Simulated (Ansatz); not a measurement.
The figure comes from a scan of GaAs (zinc blende): a phonon pattern at L = (0.5, 0.0, 0.0) is frozen into a 4-atom cell, Q being the largest atomic displacement. Method: PBE (plane waves to 420 eV, PAW, scalar-relativistic; Ansatz, a first-principles code). k mesh 5×10×10 (Γ-centred), Fermi-Dirac smearing 0.05 eV. GaAs was relaxed with its symmetry unable to fall. The PAW data are Ansatz's earlier set. 

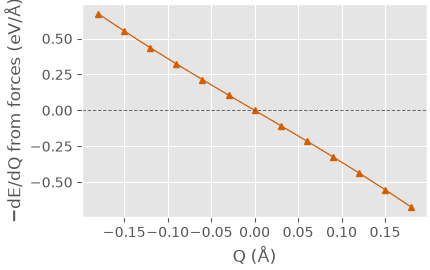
Fig. 1. −dE/dQ from forces (eV/Å) against Q (Å); one marker a computed point.

Read the plotted values off the figure, to the accuracy that the plot allows.

To the nearest 0.02:

```tsv
Q (Å)	−dE/dQ from forces (eV/Å)
-0.180	0.68
-0.150	0.56
-0.120	0.44
-0.090	0.32
-0.060	0.22
-0.030	0.10
0.000	0.00
0.030	-0.10
0.060	-0.22
0.090	-0.32
0.120	-0.44
0.150	-0.56
0.180	-0.68
```

(A displaced cell: forces are minus the slopes of the energy, force constants its curvatures, and phonons follow from these.)
